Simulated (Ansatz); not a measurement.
## Electronic structure of CH5Si2 (charge −1) in real space

The calculation's input:

```
crystal:
  periodic: [false, false, false]
  atoms:
    - {symbol: C, position_ang: [-0.737503, -0.079369, -0.311473]}
    - {symbol: Si, position_ang: [1.162990, 0.057035, -0.561297]}
    - {symbol: Si, position_ang: [2.438389, -1.520817, -1.372267]}
    - {symbol: H, position_ang: [-1.030075, 0.042808, 0.745500]}
    - {symbol: H, position_ang: [-1.077739, -1.073917, -0.641323]}
    - {symbol: H, position_ang: [-1.291145, 0.676172, -0.894872]}
    - {symbol: H, position_ang: [1.514546, 1.454795, -0.078311]}
    - {symbol: H, position_ang: [3.660758, -0.584883, -1.206007]}
basis:
  gaussian:
    orbitals: def2-TZVPD
output: {forces: true, orbitals: {seedname: orbitals}}
total_charge: -1
hamiltonian:
  xc: pbe0
```

Launched as:

```sh
ansatz run input.yaml --threads 2 --pin off --max-ram 4350MiB --events-out events.jsonl --progress --plain --runs-dir runs
```

Geometry: PBE0-D3(BJ)/def2-SVPD.

Computed with Ansatz 0.2.0, isolated molecule in a Gaussian basis; Kohn-Sham density functional theory, functional PBE0.

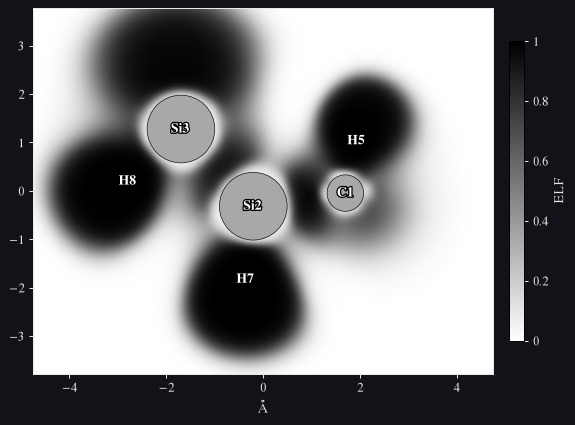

Figure 1. ELF on the plane of atoms Si3, Si2 and H7. Grey discs cover the atomic cores.

Question: What does the map show?

Answer:
- The section cuts through C, Si and H sites.
- C–Si (1.92 Å): the ELF peaks at about 0.95 between the atoms: a shared electron pair.
- Si–Si (2.18 Å): the ELF peaks at about 0.90 between the atoms, as expected for a covalent bond.
- C–H (1.10 Å): the ELF climbs to about 1 towards the hydrogen, as it does in any bond to H; an ordinary covalent bond to hydrogen.
- Si–H (1.52 Å): the ELF climbs to about 1 towards the hydrogen.
- The ELF also peaks beside Si3, away from the bonds: lone-pair regions.

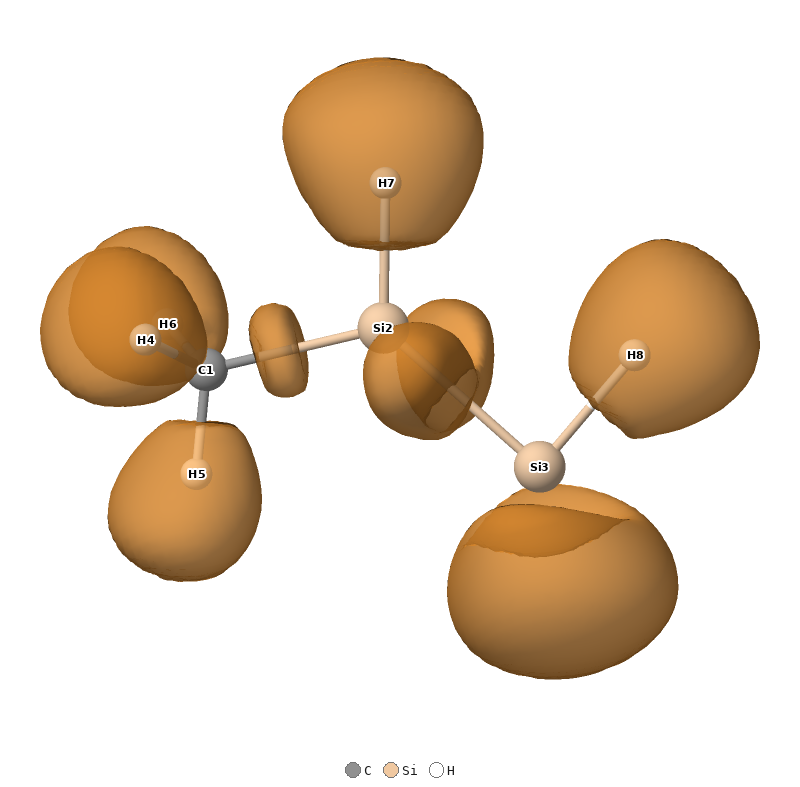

Figure 2. Isosurface of the electron localisation function at 0.85 (orange), seen across its widest extent. Only the valence region is drawn (cores and ρ < 0.01 e/Å³ removed).

Question: What do the ELF domains correspond to?

Answer: The ELF exceeds this value in one region between bonded C–Si atoms (shared pairs), one region between bonded Si–Si atoms (shared pairs), five regions around hydrogen nuclei and one lobe on Si, pointing away from the bonds (lone pairs).

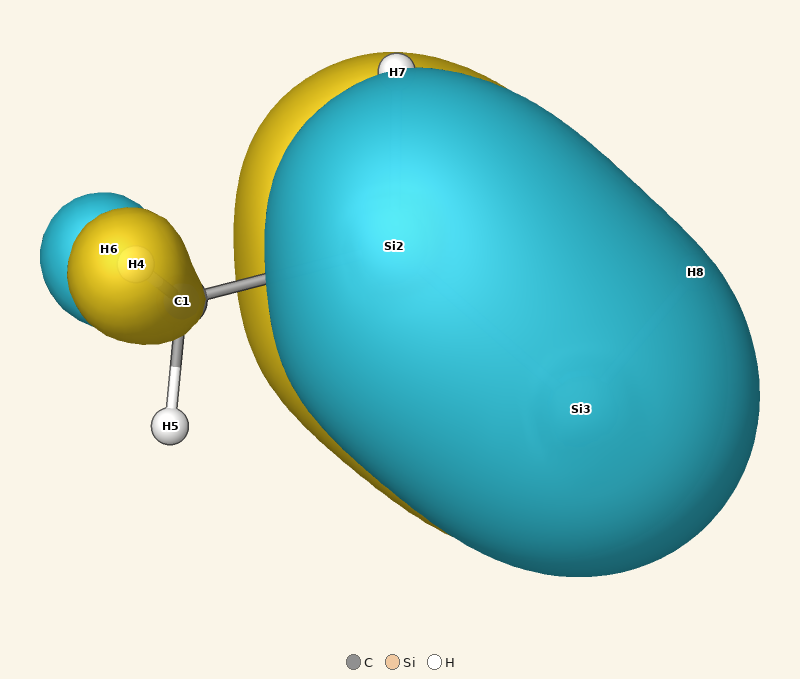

Figure 3. The HOMO at ±0.06 Å⁻³ᐟ² (yellow and cyan are the two phases), seen across its widest extent.

Question: What is the character of this orbital?

Answer: By Hirshfeld shares it lies mainly on Si2 (about 50 %) and Si3 (about 45 %); π-bonding across Si2–Si3. Its energy is −0.24 eV.
